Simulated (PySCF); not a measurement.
Ge(H)3(tBu), C₄H₁₂Ge, SMILES C[C](C)(C)[GeH3] at its GFN2-xTB optimised geometry (Å):

```
17

Ge    -1.5185     0.1031     0.0000
C      0.4866     0.1031     0.0000
C      0.9890     0.8687     1.2192
C      0.9888     0.7762    -1.2727
C      0.9890    -1.3357     0.0534
H     -2.0787     1.4933     0.0000
H     -2.0784    -0.5919    -1.2042
H     -2.0787    -0.5922     1.2039
H      2.0787     0.8798     1.2445
H      0.6375     1.8998     1.1964
H      0.6310     0.4051     2.1381
H      0.6309     1.8037    -1.3305
H      0.6370     0.2410    -2.1542
H      2.0785     0.7924    -1.2953
H      0.6302    -1.8998    -0.8071
H      0.6381    -1.8311     0.9582
H      2.0787    -1.3632     0.0494
```

Level of theory: B3LYP/def2-SVP (PySCF). Cells within 0.4 Å of a nucleus heavier than hydrogen are left out (blank, or x).

Map of the Laplacian of the electron density (e/bohr⁵), clipped to [-1.50, 1.50] on the plane z = 0.0 Å:

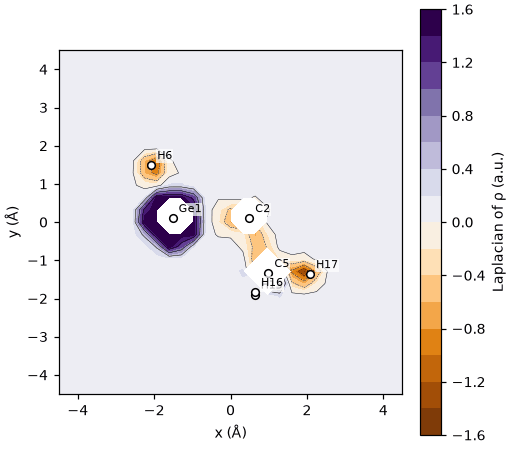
Figure: Laplacian of the electron density (e/bohr⁵), clipped to [-1.50, 1.50] on the plane z = 0.0 Å.
